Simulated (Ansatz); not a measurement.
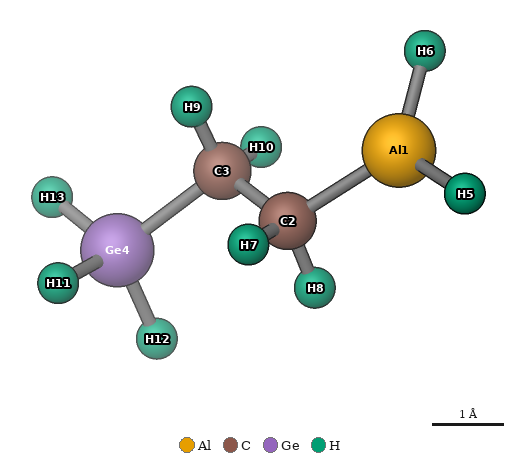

Starting structure of C2H9AlGe. The picture is a ball-and-stick view, seen at a tilt.

The start comes from PBE-D4/def2-SVP.

All numbers below come from Ansatz 0.2.0, RKS PBE0-D4/def2-TZVP.

Input
```yaml
crystal:
  periodic: [false, false, false]
  atoms:
    - {symbol: Al, position_ang: [-1.199524, 2.213144, -0.648176]}
    - {symbol: C, position_ang: [-0.595000, 0.331535, -0.537291]}
    - {symbol: C, position_ang: [0.533184, 0.021082, 0.463018]}
    - {symbol: Ge, position_ang: [0.989518, -1.903156, 0.562741]}
    - {symbol: H, position_ang: [-2.268086, 2.644731, -1.766989]}
    - {symbol: H, position_ang: [-0.643910, 3.310534, 0.386995]}
    - {symbol: H, position_ang: [-0.320524, 0.000849, -1.566584]}
    - {symbol: H, position_ang: [-1.506460, -0.271942, -0.307457]}
    - {symbol: H, position_ang: [1.464083, 0.569453, 0.204920]}
    - {symbol: H, position_ang: [0.268079, 0.350954, 1.490204]}
    - {symbol: H, position_ang: [1.419243, -2.413155, -0.842791]}
    - {symbol: H, position_ang: [-0.263754, -2.710820, 1.007103]}
    - {symbol: H, position_ang: [2.143652, -2.178008, 1.569005]}
basis:
  gaussian: {orbitals: def2-TZVP}
hamiltonian: {xc: pbe0, dispersion: d4}
relax: {f_tol: 0.005, max_steps: 150}
```

**Where does the relaxation end?**

The atom that moves furthest after the best rigid fit is H6 (0.20 Å). By element the largest moves are H 0.20 Å, C 0.04 Å, Al 0.04 Å, Ge 0.03 Å. Among the contacts that change: Al1–C2 1.979 → 1.962 Å, C3–H10 1.111 → 1.094 Å, C3–Ge4 1.980 → 1.963 Å, C2–H7 1.115 → 1.099 Å. The energy falls by 0.79 kcal/mol in 12 accepted moves (13 points after the start). Largest force component: 0.51 eV/Å at the start, 0.0037 eV/Å at the end. The line search rejected the trial step at point 7 of the run. The forces were under the threshold at step 5, but the run went on from there.

Final geometry:

```xyz
13

Al   -1.1720    2.1932   -0.6581
C    -0.6133    0.3171   -0.5206
C     0.5010    0.0198    0.4862
Ge    0.9899   -1.8808    0.5488
H    -2.3124    2.6130   -1.6851
H    -0.4867    3.3003    0.2565
H    -0.3255   -0.0164   -1.5278
H    -1.5097   -0.2774   -0.2930
H     1.4065    0.5883    0.2546
H     0.2120    0.3221    1.4971
H     1.4659   -2.3362   -0.8448
H    -0.2464   -2.7181    0.9316
H     2.1111   -2.1599    1.5693
```

The end point in the same view:

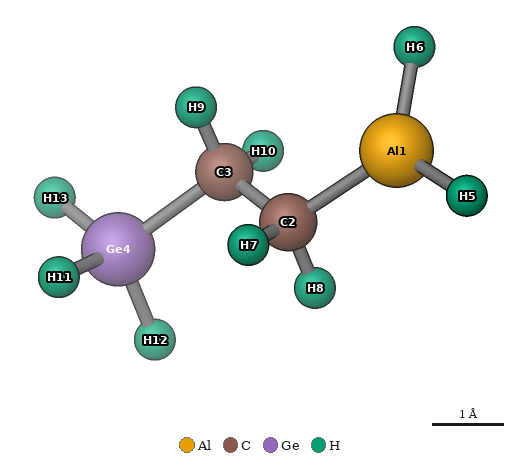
